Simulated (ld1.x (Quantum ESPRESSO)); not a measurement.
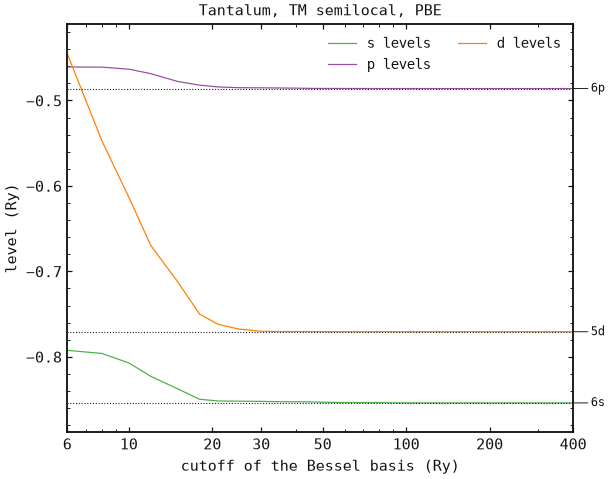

The pseudo-atom Hamiltonian at the reference potential is diagonalised in spherical Bessel functions (20 bohr box) up to the cutoff. Curves: the lowest levels of each channel that holds a bound state. Dotted lines: the all-electron valence levels.

Ld1.x (Quantum ESPRESSO) 7.5 input:

```
 &input
   title='Ta', zed=73., rel=1, dft='PBE', iswitch=3,
   config='[Xe] 4f14 5d3 6s1 6p0'
 /
 &inputp
   pseudotype=1, tm=.true., lloc=2,
   nlcc=.true., new_core_ps=.true., rcore=0.80
 /
3
6S  1  0   1.00   0.00  2.00  2.00  0.0
6P  2  1   0.00   0.00  2.45  2.45  0.0
5D  3  2   3.00   0.00  1.50  1.50  0.0
 &test
   configts(1)='5d3 6s1 6p0'
 /
```

Q: Check the spectrum for spurious states.

A: No ghost state below the valence levels in the s, p, d channels. The curves of the valence states settle on the dotted lines.

Q: Read the all-electron valence levels.

A: 6s: -0.85 Ry; 6p: -0.49 Ry; 5d: -0.77 Ry.

Q: Which level is furthest from its value at the highest cutoff when the cutoff is lowest, 6 Ry?

A: 5d, by 0.33 Ry, against 0.06 Ry for 6s.
